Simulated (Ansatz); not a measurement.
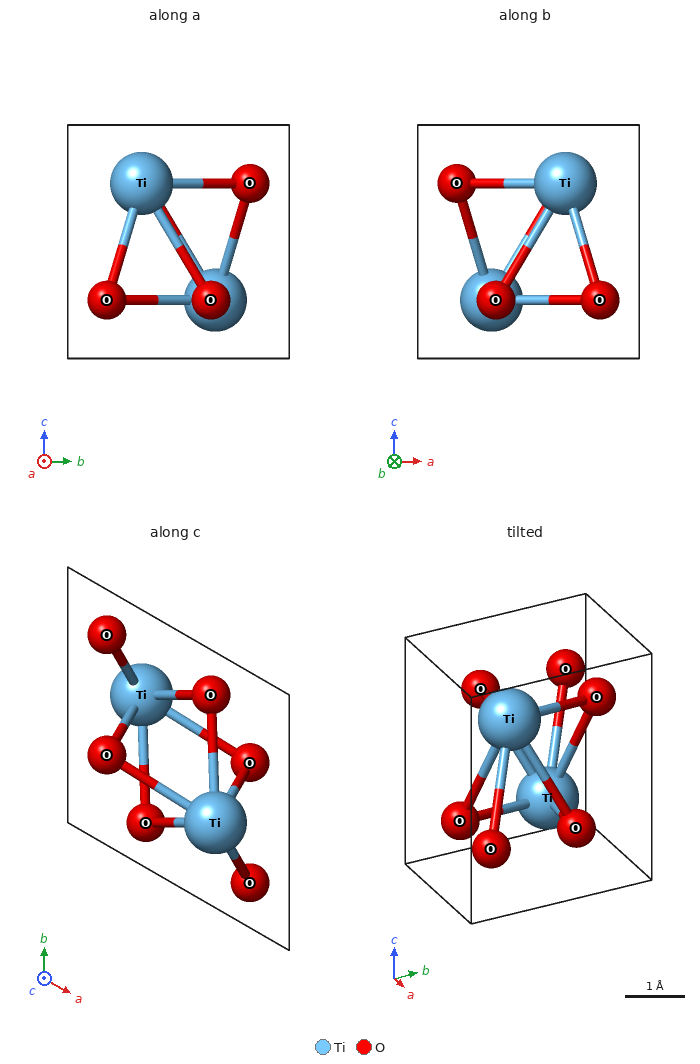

This ball-and-stick model is shown along the a axis, along the b axis, along the c axis and slightly off an axis. The wireframe shows the conventional unit cell.

Lattice parameters: a = 4.376 Å, b = 4.376 Å, c = 3.998 Å, α = 90.00°, β = 90.00°, γ = 120.00°. Put a along x and b in the xy plane.

**Put the structure into a POSCAR file, with free fractional coordinates to two decimals.**

```
Ti O
1.0
     4.376    0.000    0.000
    -2.188    3.790    0.000
     0.000    0.000    3.998
Ti O
2 6
Direct
  0.3333 0.6667 0.25
  0.6667 0.3333 0.75
  0.82 0.65 0.25
  0.18 0.82 0.75
  0.35 0.18 0.25
  0.18 0.35 0.75
  0.82 0.18 0.25
  0.65 0.82 0.75
```

Its origin is a structure type filled with these elements by a generator (whether the compound takes this form wasn't checked). The geometry is the end of a relaxation with Ansatz 0.2.0, DFT PBE, scalar-relativistic, plane waves, PAW.
